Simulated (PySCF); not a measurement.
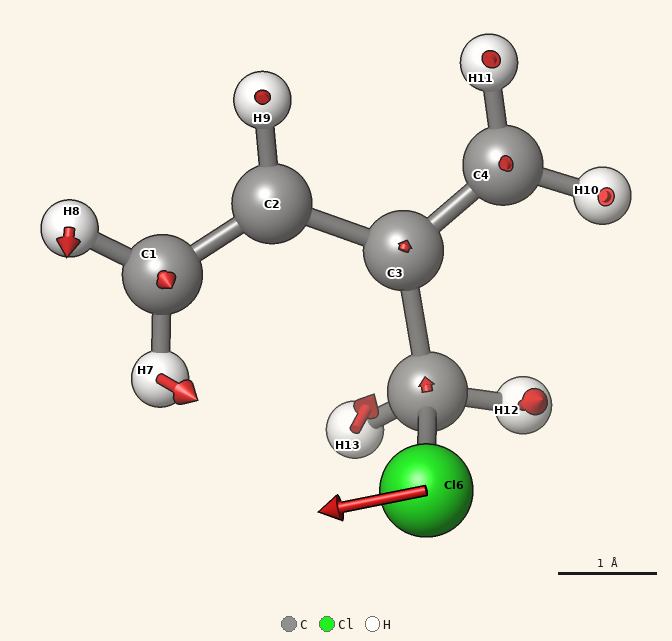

This is a relaxation of C5H7Cl. The starting structure is drawn; red arrows show the displacements, 5 times their true length. The two geometries are superimposed by the best rigid fit.

Style: ball-and-stick. Shown face on.

The start comes from MMFF94s.

The calculation used PBE0-D3(BJ)/def2-SVP geometry optimisation, gas phase (PySCF 2.14.0, density-fitted response routines). 

Q: What happened in the run?

A: Over 6 geometry steps the energy falls by 0.041 eV. The largest force component goes from 0.53 to 0.02 eV/Å. The largest move after the best rigid fit is that of the Cl atom, 0.23 Å. By element the largest moves are Cl 0.23 Å, H 0.13 Å, C 0.05 Å. Near-neighbour distances that change, for instance: C–Cl 1.780 → 1.799 Å, C–C 1.511 → 1.498 Å, C–H 1.084 → 1.093 Å, C–C 1.458 → 1.465 Å. Among the angles between lasting bonds that change: Cl–C–H 108.8° → 106.4°, H–C–H 106.8° → 108.8°.
